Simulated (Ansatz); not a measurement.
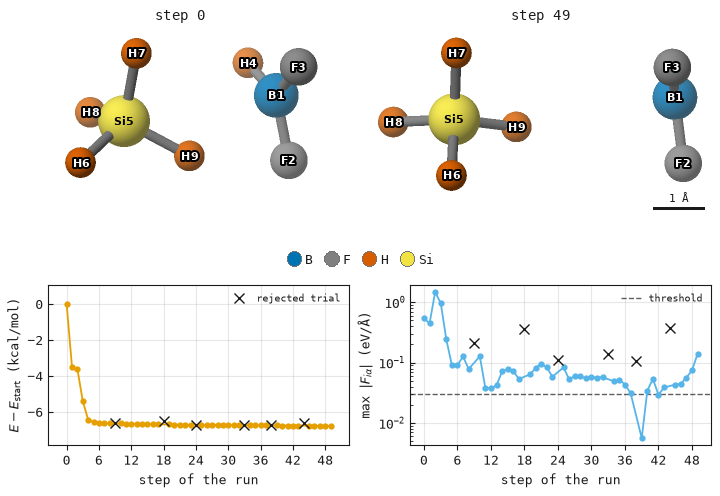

First and last geometry of a relaxation of BSiH₅F₂, with the history of the run. A ball-and-stick model, seen at a tilt.

The run prepares an end point of a later path (reaction) calculation, from a guessed geometry.

Method: RHF/def2-SVP (Ansatz).

Input file:
```yaml
crystal:
  periodic: [false, false, false]
  atoms:
    - { symbol: B, position_ang: [-0.010858, -0.391456, -0.06488] }
    - { symbol: F, position_ang: [-0.178082, -0.947005, 1.111001] }
    - { symbol: F, position_ang: [1.180572, -0.436625, -0.59406] }
    - { symbol: H, position_ang: [-0.923193, 0.088225, -0.654724] }
    - { symbol: Si, position_ang: [0.116284, 2.536204, 1.121358] }
    - { symbol: H, position_ang: [0.739098, 3.37056, 2.172955] }
    - { symbol: H, position_ang: [0.821739, 2.736381, -0.164889] }
    - { symbol: H, position_ang: [-1.309063, 2.904144, 0.960022] }
    - { symbol: H, position_ang: [0.195403, 1.122473, 1.505617] }
basis:
  gaussian: { orbitals: def2-SVP }
hamiltonian:
  xc: hf
relax:
  f_tol: 0.03
  max_steps: 50
```

Run as
```bash
ansatz run input.yaml --threads 1 --pin off --max-ram 2048MiB --backend cpu --events-out ev --progress --plain --runs-dir out
```

### Did the run converge, and what did it change?

The relaxation stopped without meeting its thresholds, so the last structure isn't shown to be converged. It used up its limit of 50 steps. After 43 accepted moves (49 points after the start) the energy has fallen by 6.78 kcal/mol. The largest force component goes from 0.54 to 0.14 eV/Å. The line search rejected the trial steps at points 9, 18, 24, 33, 38, 44 of the run. The forces were under the threshold at step 39, but the run went on from there. The largest moves after the best rigid fit, 1.26 Å, are those of H4 and H8. By element the largest moves are H 1.26 Å, B 0.77 Å, F 0.68 Å, Si 0.59 Å. Among the contacts that change: Si5–H9 1.467 → 1.484 Å, B1–F2 1.311 → 1.304 Å.

```csv
step,"E − E(0), kcal/mol","largest force component, eV/Å",note
0,0.00,0.5413,
1,-3.52,0.4472,
2,-3.63,1.4761,
3,-5.39,0.9674,
4,-6.44,0.2429,
5,-6.55,0.0902,
6,-6.59,0.0911,
7,-6.62,0.1266,
8,-6.63,0.0786,
9,-6.62,0.2153,rejected
10,-6.64,0.1271,
12,-6.65,0.0376,
14,-6.66,0.0718,
16,-6.67,0.0728,
18,-6.48,0.3543,rejected
20,-6.70,0.0815,
22,-6.71,0.0833,
24,-6.71,0.1125,rejected
26,-6.72,0.0529,
28,-6.72,0.0594,
31,-6.73,0.0564,
33,-6.72,0.1389,rejected
35,-6.74,0.0524,
37,-6.74,0.0314,
39,-6.75,0.0056,
41,-6.75,0.0539,
43,-6.76,0.0388,
45,-6.76,0.0433,
47,-6.77,0.0566,
49,-6.78,0.1396,
```

Limits of the set-up: Hartree-Fock leaves out electron correlation.
